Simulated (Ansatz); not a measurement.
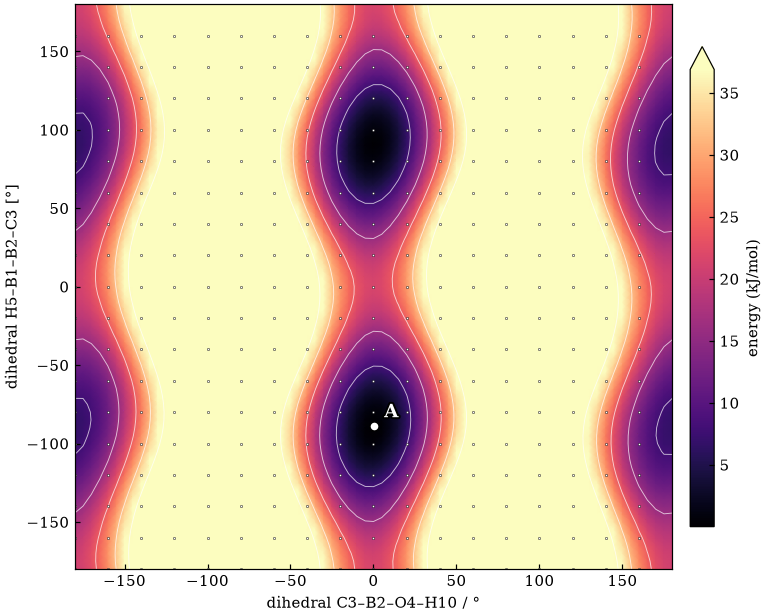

CH6B2O, SMILES BB(C)O. The first coordinate is: dihedral C3–B2–O4–H10; the second: dihedral H5–B1–B2–C3. Nothing is relaxed (all other coordinates rigid). The scan uses an 18 × 18 grid. Points are written as (first, second). Energies: kJ/mol, counted from the relaxed molecule at the same level. Theory: RKS CAM-B3LYP-D4/def2-SVP in Ansatz 0.2.0.

Drawn: a smooth colour map with a few white contour lines, dots at the grid points, one colour for all values above the top of the scale, the well A. Between grid points the surface is interpolated.

Estimate the position of the minimum and the force constants in these coordinates. Take the well at A.

The interpolated minimum is at dihedral C3–B2–O4–H10 ≈ 0°, dihedral H5–B1–B2–C3 ≈ −89°. The curvatures there are about 1.1 eV/rad² and 0.41 eV/rad², with a cross term of about −0.092 eV/rad². Round the minimum the two coordinates are weakly coupled (coupling −0.13 in units of the two stiffnesses). (1 eV is 96.5 kJ/mol.)
